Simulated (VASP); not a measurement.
Band structure of Hg3ZnSe4 (ordered alloy cell). All values below come from PBE GGA, VASP's PBE PAW potentials (set 64) (plane waves; VASP).

Unless said otherwise, spin-orbit coupling is left out, though it shifts the bands of the heavy elements here.

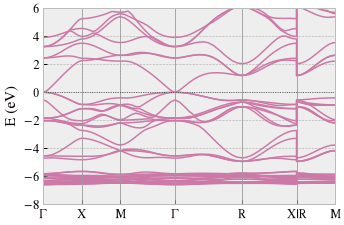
Fig. 1. Bands along high-symmetry lines, zero at the valence-band maximum or, without a gap, the Fermi level

### Question
Read the plot: is there a gap, and where are the band edges?

### Answer
It has no gap at this level: it comes out as a metal or semimetal. (Edges off the drawn lines would not show.)

The structure was generated: Hg3ZnSe4 was put into an ordered model structure (P-43m), which need not be its known phase. It was relaxed first, which changed the volume by +8 %.
